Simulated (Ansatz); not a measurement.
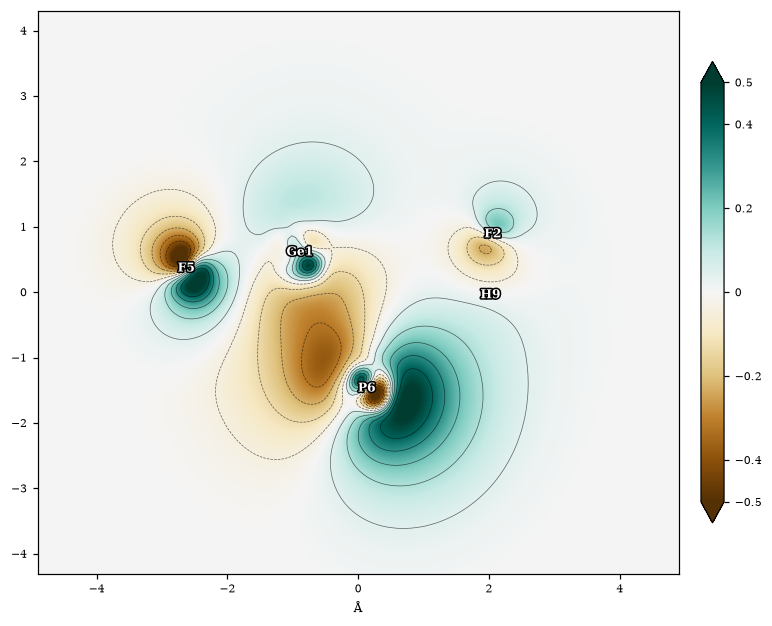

Figure 1: FGeH$_{4}$P···HF. The HOMO on the plane of atoms F5, Ge1 and P6 (values in Å⁻³ᐟ²; the overall sign is arbitrary).

Method: RKS PBE0-D4/def2-SVP (Ansatz).

```tsv
atom	x (Å)	y (Å)	z (Å)
Ge	-0.4746	-0.2168	-0.2242
F	0.0710	1.2056	2.3242
H	0.7980	-0.8739	0.3190
H	-0.3251	1.2527	-0.6305
F	-0.8695	-1.0801	-1.6953
P	-2.2358	-0.4833	1.2622
H	-3.2649	-0.2019	0.3195
H	-2.3117	-1.8998	1.1418
H	-0.7758	0.8793	2.5360
```

Q: Where does this orbital lie, and at what energy?

A: It lies mainly on P6 (about 65 %), Ge1 (about 15 %) and F5 (about 10 %). Its energy is −8.10 eV.
